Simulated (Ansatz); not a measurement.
Response to strain in Al2O3

Consider Al2O3 in the corundum structure (space group R-3c, No. 167).

```
Al2O3
1.0
    2.36460     1.36520     4.29721
   -2.36460     1.36520     4.29721
    0.00000    -2.73040     4.29721
Al O
4 6
Direct
  0.64798   0.64798   0.64798
  0.14798   0.14798   0.14798
  0.35202   0.35202   0.35202
  0.85202   0.85202   0.85202
  0.75000   0.44414   0.05586
  0.05586   0.75000   0.44414
  0.25000   0.55586   0.94414
  0.55586   0.94414   0.25000
  0.94414   0.25000   0.55586
  0.44414   0.05586   0.75000
```

Cartesian axes are those of the cell as printed.

Strains are applied to the cell and any free atomic positions relax.

Computed with Kohn–Sham DFT with the LDA functional, run in Ansatz (a first-principles code) with PAW and 420 eV plane waves, no SOC.

Notes on the quantities. pressure: mean of the normal stresses, compression positive.

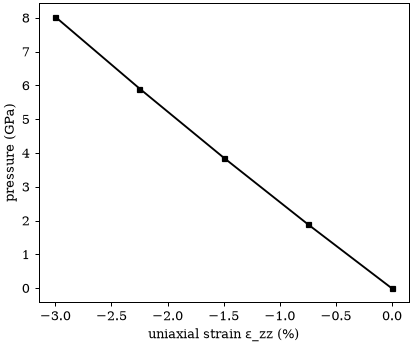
*Pressure against uniaxial strain ε_zz*

```csv
uniaxial strain ε_zz (%),pressure
-3,8.03 GPa
-2.25,5.91 GPa
-1.5,3.86 GPa
-0.75,1.89 GPa
```

Stability against distortions was not tested.
